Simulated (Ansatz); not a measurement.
# HfH3 (I4/mmm): projected density of states, by script

Aim: a projected density of states, for HfH3 (I4/mmm), run from a script.

Computed with Ansatz 0.2.0 through its Python package. Level of theory: DFT LDA, plane waves, PAW.

### 1 The system

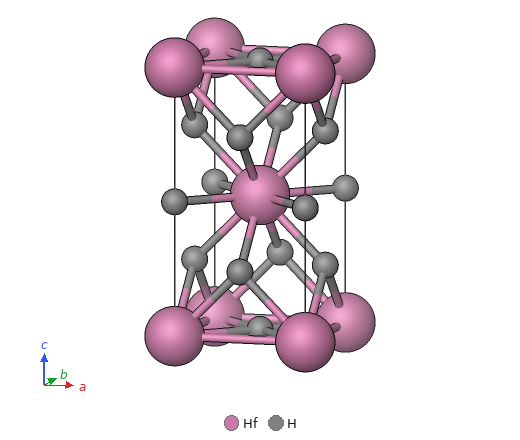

The starting structure, viewed slightly off an axis; hafnium pink, hydrogen grey. The cell is the conventional one. Atoms on cell faces are repeated.

The script holds or builds the structure itself.

### 2 The script

File run_pdos.py:

```python
from collections import Counter
import json

import ansatz as az
import matplotlib.pyplot as plt
import numpy as np


def main() -> None:
    crystal = (
        az.Lattice.of((-1.526512, 1.526512, 3.034032), (1.526512, -1.526512, 3.034032), (1.526512, 1.526512, -3.034032))
        .atom('Hf', (0.0, 0.0, 0.0))
        .atom('H', (0.75, 0.25, 0.5))
        .atom('H', (0.25, 0.75, 0.5))
        .atom('H', (0.5, 0.5, 0.0))
    )

    setup = crystal.calculation()
    setup = setup.functional('lda')
    setup = setup.kpoints(10, 10, 10).occupations(az.OccupationsMethod.COLD, width=0.05)
    setup = setup.scf(extra_bands=14).density_of_states(projected=True, method='smearing', broadening_width=0.15, energy_step=0.1)
    res = setup.run(events_out='events.ndjson')
    rep = res.report
    with open('events.ndjson') as stream:
        kinds = Counter(json.loads(line)['event'] for line in stream)
    print('events:', {kind: kinds[kind] for kind in ('scf_iter', 'scf_done', 'notice', 'finished')})

    dos = res.density_of_states()
    energy = np.asarray(dos.energies_ev) - dos.fermi_ev
    curves = {}
    for site in res.projected_density_of_states().sites:
        for shell in site.shells:
            weight = sum(np.sum(curve.g_bin_mean_per_ev, axis=0) for curve in shell.curves)
            name = f'{site.species} {shell.label}'
            curves[name] = curves.get(name, 0) + weight

    window = (energy > -6) & (energy < 6)
    fig, ax = plt.subplots(figsize=(5.5, 3.5))
    for name, g in curves.items():
        if g[window].max() > 0.05:
            ax.plot(energy[window], g[window], label=name, lw=1)
            print(f'{name:8s} peak {g[window].max():7.3f} states/eV at {energy[window][g[window].argmax()]:6.2f} eV')
    ax.set(xlabel='E - E_F (eV)', ylabel='states/eV')
    ax.legend(fontsize=7)
    fig.tight_layout()
    fig.savefig('pdos.png', dpi=100)


if __name__ == '__main__':
    main()
```

### 3 Running it

Command:

```bash
$ python run_pdos.py
```

The log of the run:

```text
DeckWarning: basis.ecutwfc = 420 eV, auto-derived from the records' recommended cutoffs: set by Hf (normal level)
events: {'scf_iter': 6, 'scf_done': 1, 'notice': 2, 'finished': 1}
Hf 6S    peak   0.249 states/eV at   1.74 eV
Hf 5D    peak   1.779 states/eV at   1.34 eV
H 1S     peak   0.831 states/eV at  -4.86 eV
```

(Warnings from the package without file and line.)

Wall time 4.5 s (1 thread of Arm Neoverse V2, shared host); peak memory 0.44 GiB.

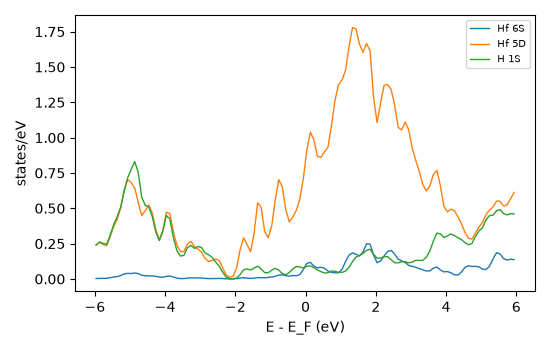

pdos.png, as the script drew it.

### 4 What the engine kept of the run

The report of the run holds:

| item | value |
| --- | --- |
| SCF cycles in all | 6 |
| k-points solved | 102 |
| plane waves | 559 |
| bands | 29 |
| valence electrons | 29 |
| free energy (eV) | -15524.98968 |
| Fermi level (eV) | 17.766 |

### 5 The density of states that the run wrote

From dos.tsv among the run's results, states per cell in windows of 2 eV from the Fermi level (on a coarse mesh the curve is spiky, and it ends where the bands solved end):

| from | to | states |
| --- | --- | --- |
| -10 | -8 | 0.96 |
| -8 | -6 | 2.01 |
| -6 | -4 | 1.88 |
| -4 | -2 | 0.77 |
| -2 | 0 | 1.02 |
| 0 | 2 | 3.18 |
| 2 | 4 | 2.65 |
| 4 | 6 | 2.27 |
| 6 | 8 | 2.29 |

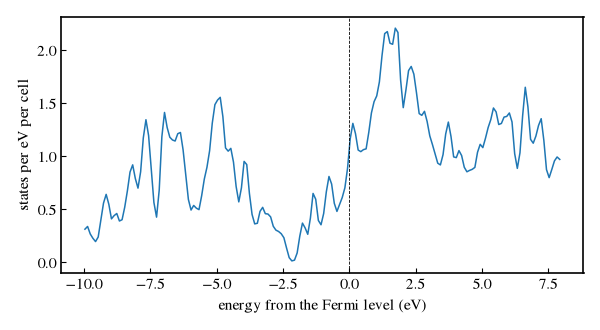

Density of states.

### 6 Results

```
       quantity                                value
    free energy  -15524.9897 eV (-3881.2474 eV/atom)
gap on the mesh                                 none
```

In words: Filled and empty levels meet on the mesh: no gap at this level. Spin is left out of this run. For a metal this k-point mesh is coarse: on a finer one energies can move by several to tens of meV an atom and pressures by half a GPa or more, differences at one mesh by less. Peaks are the largest values inside the energy window taken; deeper bands lie outside it. Spin-orbit coupling, which matters for elements this heavy, is left out. The structure comes from a database of computed cells and needn't be a stable or known phase. Curves are summed over the cell's atoms. Only shells that the potentials hold have channels, so projections don't add up to the total, least of all where a shell is missing (p of most metals); heights and places of peaks move with the mesh. The density of states is complete only as far up as bands were computed.
